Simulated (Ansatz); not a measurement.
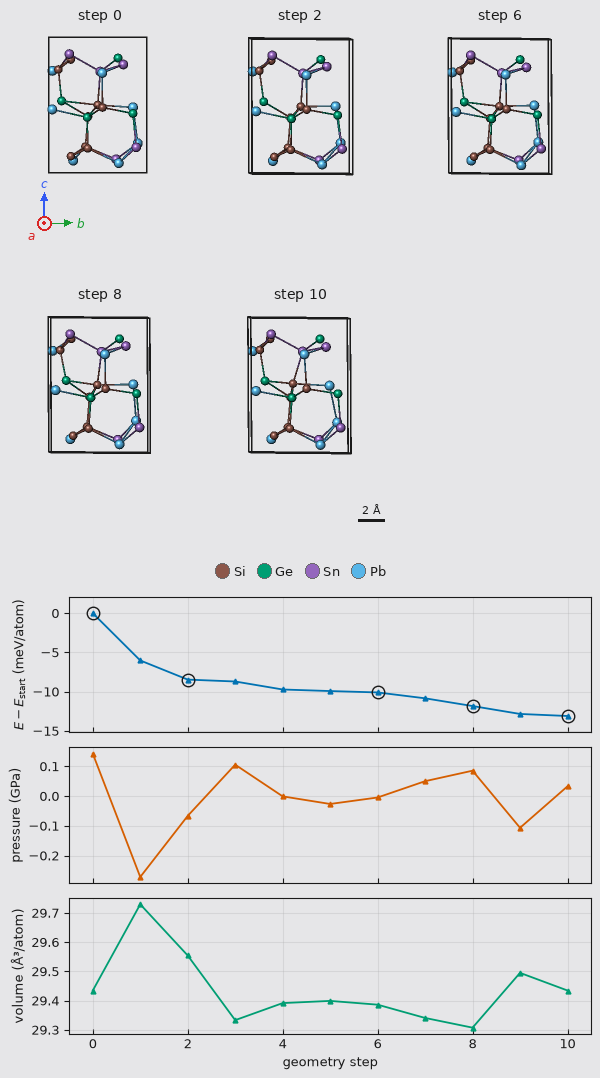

Frames of a relaxation of crystalline Si₈Sn₅Ge₄Pb₇ (a generated structure, set up in P1) (coarse preliminary run), marked on the history of the run. A ball-and-stick model of the cell of the calculation, reduced to other axes (origin shifted), seen along the a axis. Lengths and directions refer to the drawn axes.

Case: elements placed on the diamond lattice at random, relaxed further on a centred mesh.

All numbers below come from DFT PBE, scalar-relativistic, plane waves, PAW (Ansatz). (plane-wave cutoff 420 eV; k-point mesh 3 × 3 × 2; occupations gaussian; smearing width 0.1 eV; no spin polarisation; cell and atoms relaxed; force threshold 0.04 eV/Å; at most 25 steps)

**What happens along the run?**

The run was cut off at its time limit before the relaxation converged, so the last structure is only a point on the way. The largest moves relative to the cell, 0.56 Å, are those of Si and Pb atoms. Largest moves by element: Si 0.56 Å, Pb 0.56 Å, Ge 0.25 Å, Sn 0.14 Å. The drawn cell changes at constant volume: a 8.538 → 8.593 Å (+0.7 %), b 8.666 → 8.860 Å (+2.2 %), c 10.696 → 10.644 Å (−0.5 %), α 88.6° → 89.7°, β 87.2° → 88.2°, γ 63.3° → 60.7°. Some distances before and after: Ge–Si 3.211 → 2.552 Å, Ge–Pb 2.909 → 3.269 Å, Pb–Si 2.833 → 3.100 Å, Pb–Pb 3.011 → 3.170 Å. Among the angles between lasting bonds that change: Ge–Si–Pb 98.0° → 71.5°, Si–Si–Ge 80.1° → 62.1°, Sn–Si–Pb 89.3° → 75.7°. The space group stays P1 (No. 1). The energy falls by 13.1 meV per atom in 10 geometry steps. Largest force component: 0.27 eV/Å at the start, 0.25 eV/Å at the end. The pressure goes from 0.14 to 0.03 GPa. From step 0 to 2: a Pb atom moves most (0.22 Å), volume +0.4 %, energy −8.5 meV per atom. From step 2 to 6: a Pb atom moves most (0.15 Å), volume −0.6 %, energy −1.6 meV per atom. From step 6 to 8: a Ge atom moves most (0.35 Å), volume −0.3 %, energy −1.7 meV per atom. From step 8 to 10: a Si atom moves most (0.38 Å), volume +0.4 %, energy −1.3 meV per atom.

| step | E − E(0), meV/atom | largest force component, eV/Å | pressure, GPa | volume, Å³/atom |
| --- | --- | --- | --- | --- |
| 0 | 0.00 | 0.2657 | 0.14 | 29.435 |
| 1 | -6.02 | 0.2893 | -0.27 | 29.730 |
| 2 | -8.46 | 0.1260 | -0.07 | 29.555 |
| 3 | -8.70 | 0.2641 | 0.11 | 29.333 |
| 4 | -9.72 | 0.0454 | 0.00 | 29.392 |
| 5 | -9.92 | 0.0648 | -0.03 | 29.399 |
| 6 | -10.09 | 0.0636 | 0.00 | 29.386 |
| 7 | -10.84 | 0.1347 | 0.05 | 29.341 |
| 8 | -11.83 | 0.1310 | 0.09 | 29.308 |
| 9 | -12.83 | 0.1086 | -0.11 | 29.495 |
| 10 | -13.10 | 0.2546 | 0.03 | 29.435 |
